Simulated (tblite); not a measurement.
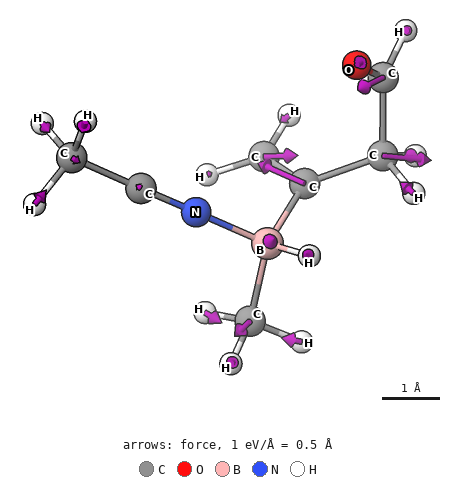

Starting geometry of C7H12BNO with the computed forces as purple arrows. The picture is a ball-and-stick view, seen at a tilt.

Theory: GFN2-xTB geometry optimisation, gas phase in tblite. 

**What follows when this structure is relaxed?**

It isn't relaxed: the largest force vector, on a C atom, is 2.22 eV/Å. The final displacements have little in common with the starting forces (cosine between the two patterns 0.09). The largest move after the best rigid fit is that of an H atom, 2.25 Å. Largest moves by element: H 2.25 Å, O 1.94 Å, C 1.51 Å, B 0.45 Å, N 0.40 Å. Among the contacts that change: C–C 1.493 → 1.529 Å, C–H 1.125 → 1.091 Å, C–C 1.456 → 1.425 Å, B–C 1.602 → 1.632 Å. Bond angles that change, for instance: C–C–C 111.8° → 104.4°, C–C–H 120.2° → 113.6°, B–N–C 179.5° → 173.8°. Groups turn about B–C by about 75°, C–C by about 40°. After 286 geometry steps the energy has fallen by 54.2 kJ/mol.
